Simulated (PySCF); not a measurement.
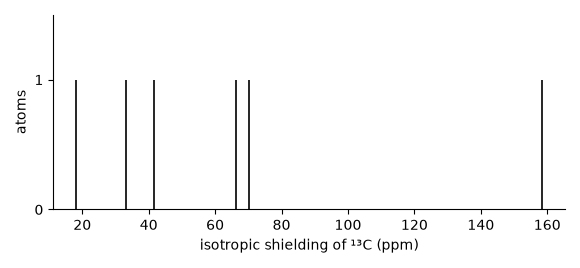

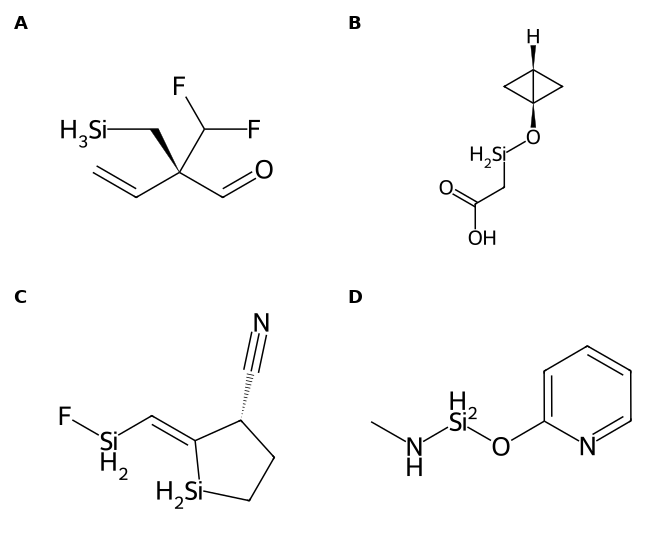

The sticks are computed shieldings of one of the molecules, for one fixed geometry (GFN2-xTB) without averaging over rotations. Low shielding means a high chemical shift. Method: GIAO PBE0/pcSseg-1 NMR shielding, non-relativistic, gas phase (PySCF 2.14.0).

### Match the spectrum to a structure.

D, `CN[SiH2]Oc1ccccn1`. Its 6 C atoms give lines at 18.2, 33.1, 41.6, 66.2, 70.3, 158.4 ppm.

The geometry is semi-empirical. Around Si such bond lengths and angles can be off by a tenth of an ångström or more and by several degrees, and values that hang on the shape move with them.
